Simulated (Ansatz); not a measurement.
GaP (zinc blende)

```xyz
4
Lattice="0.0000 5.5060 5.5060 2.7530 0.0000 2.7530 2.7530 2.7530 0.0000" Properties=species:S:1:pos:R:3 pbc="T T T"
P      4.1295     4.1295     4.1295
P      4.1295     6.8825     6.8825
Ga     0.0000     0.0000     0.0000
Ga     0.0000     2.7530     2.7530
```

In this cell atom 4 (Ga, nearest neighbour P at 2.384 Å; its periodic images, 3.9 Å or more away, move with it) is moved by s along Cartesian [111], unit vector (0.577, 0.577, 0.577); all other atoms and the cell stay fixed.

These are PBE (plane waves to 420 eV, PAW, scalar-relativistic; Ansatz, an electronic-structure program) values and carry that method's errors. k mesh 4×8×8 (Γ-centred), Fermi-Dirac smearing 0.05 eV. E stands for the smeared free energy. GaP was relaxed with its symmetry unable to fall. The zero of ΔE is the undisplaced structure.

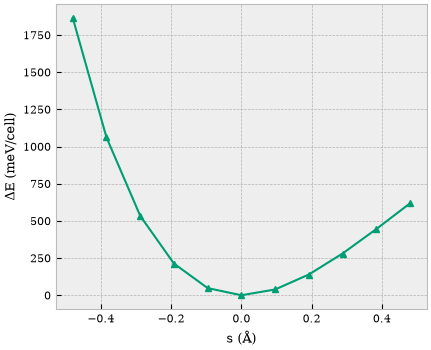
*ΔE (meV/cell) against s (Å); markers are the computed points, lines only join them.*

**Question.** Is the energy the same for displacements of ±0.480 Å, and if not, which side lies higher?

**Answer.** Not even: the negative side lies higher at ±0.480 Å.

**Question.** What is the energy change at s = 0.480 Å?

**Answer.** About 620 meV/cell.

(A displaced cell: forces are minus the slopes of the energy, force constants its curvatures, and phonons follow from these.)
